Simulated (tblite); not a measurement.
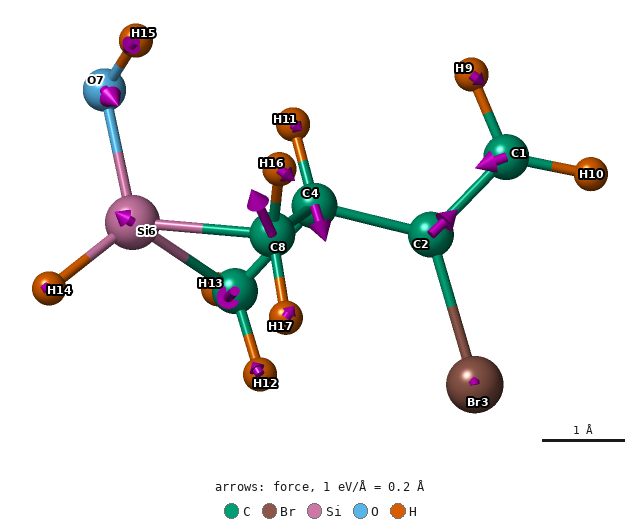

Starting geometry of C5H9BrOSi with the computed forces as purple arrows. Style: ball-and-stick. Shown at a tilt.

Computed with GFN2-xTB geometry optimisation, gas phase in tblite 0.8.0. 

### Is this structure relaxed? If not, where do the atoms go?

It isn't relaxed: the largest force vector, on a C atom, is 3.90 eV/Å. The final displacements have little in common with the starting forces (cosine between the two patterns 0.18). After 146 geometry steps the energy has fallen by 1.718 eV. An H atom moves most after the best rigid fit: 1.92 Å. By element the largest moves are H 1.92 Å, O 1.89 Å, Br 1.00 Å, C 0.84 Å, Si 0.56 Å. Near-neighbour distances that change, for instance: Br–Si 4.667 → 3.490 Å, C–C 2.063 → 2.365 Å, O–Si 1.705 → 1.626 Å, C–Si 1.858 → 1.915 Å. Among the angles between lasting bonds that change: O–Si–H 119.2° → 101.5°, C–C–C 85.6° → 99.5°, Si–O–H 110.2° → 122.4°. Groups turn about O–Si by about 75°, C–C by about 60°, C–Si by about 50°. The run took 2.2 s on 1 thread of Arm Neoverse N1 (shared host).
